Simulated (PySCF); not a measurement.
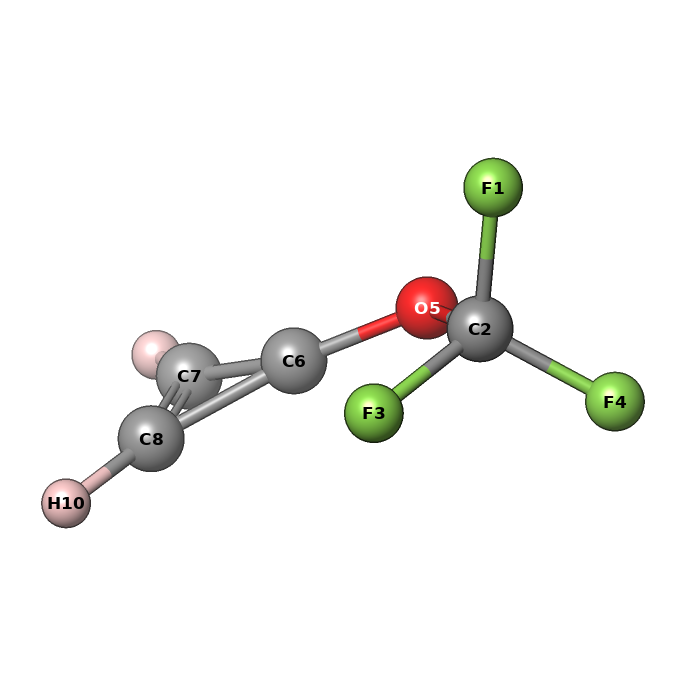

O5 lies behind C2. The molecule seen a little off the C2–O5 bond, C2 in front. Distant atoms are faded towards the background colour. State: charge +1, singlet. Computed geometry: PBE0-D3(BJ)/def2-SVP optimisation. No frequency run is at hand to confirm it as a minimum.

**What is the torsion angle F1–C2–O5–C6? The sign is positive where the front bond must turn clockwise to cover the back bond.**

−117°, anticlinal.
